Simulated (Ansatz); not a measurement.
**CH6FInSi: density, localisation and related maps**

The calculation's input:

```
crystal:
  periodic: [false, false, false]
  atoms:
    - {symbol: C, position_ang: [1.435699, 0.191956, 0.957501]}
    - {symbol: F, position_ang: [-1.374018, -1.883667, -1.532307]}
    - {symbol: In, position_ang: [-0.717765, 0.396176, 1.046074]}
    - {symbol: Si, position_ang: [-2.274684, -0.955855, -0.524208]}
    - {symbol: H, position_ang: [1.756285, -0.242307, 0.000675]}
    - {symbol: H, position_ang: [1.761442, -0.478024, 1.769469]}
    - {symbol: H, position_ang: [1.925590, 1.165526, 1.104956]}
    - {symbol: H, position_ang: [-1.431285, 1.479027, 2.210947]}
    - {symbol: H, position_ang: [-3.195160, -1.877598, 0.216263]}
    - {symbol: H, position_ang: [-3.138516, -0.084489, -1.384078]}
basis:
  gaussian: {orbitals: def2-TZVPD}
hamiltonian: {xc: {name: PBE0}}
output: {forces: true, orbitals: {seedname: orbitals}}
```

Run with:

```sh
ansatz run input.yaml --threads 2 --pin off --max-ram 4350MiB --events-out events.jsonl --progress --plain --runs-dir runs
```

Geometry: PBE0-D3(BJ)/def2-SVP; core potentials replace the inner electrons of In.

Theory: isolated molecule in a Gaussian basis; Kohn-Sham density functional theory, functional PBE0 in Ansatz 0.2.0.

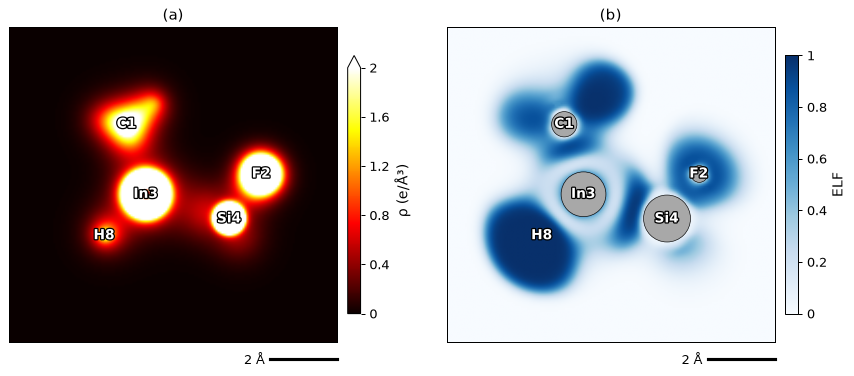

Figure 1. (a) electron density; (b) ELF on the plane of atoms F2, Si4 and In3. Grey discs cover the atomic cores in the ELF map.

Question: What do the fields say about this system?

Answer: Atoms in the plane: C, F, In, Si and H.
Si–F (1.64 Å): ρ at the midpoint is about 1.1 e/Å³; the ELF peaks at about 0.85 in the valence shell of F, 0.6 Å from its nucleus, and is about 0.55 at the midpoint.
C–In (2.16 Å): ρ is about 0.66 e/Å³ halfway; the ELF peaks at about 0.90 in the valence shell of C, 0.7 Å from its nucleus, and drops to about 0.20 between the two atoms.
In–Si (2.59 Å): ρ is about 0.47 e/Å³ halfway; the ELF peaks at about 0.95 between the atoms (a covalent bond).
In–H (1.74 Å): ρ is about 1.1 e/Å³ halfway; the ELF climbs to about 1 towards the hydrogen.
The ELF also peaks beside F2, away from the bonds: lone-pair regions.

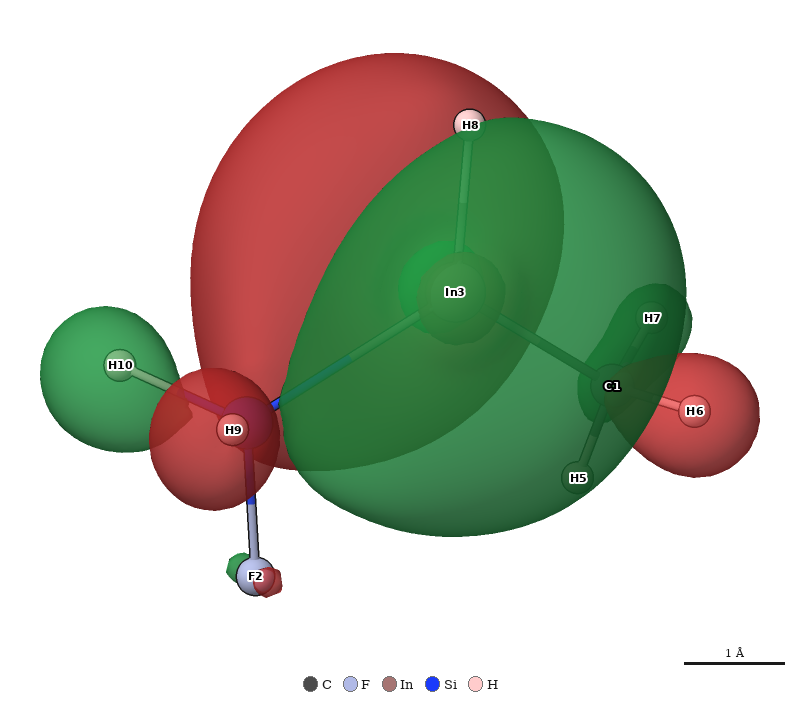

Figure 2. One frontier orbital at ±0.06 Å⁻³ᐟ² (green and red are the two phases), seen at a tilt.

Question: Which orbital is it: HOMO or LUMO?

Answer: The LUMO, at −2.00 eV. It lies mainly on In3 (about 75 %) and Si4 (about 15 %).
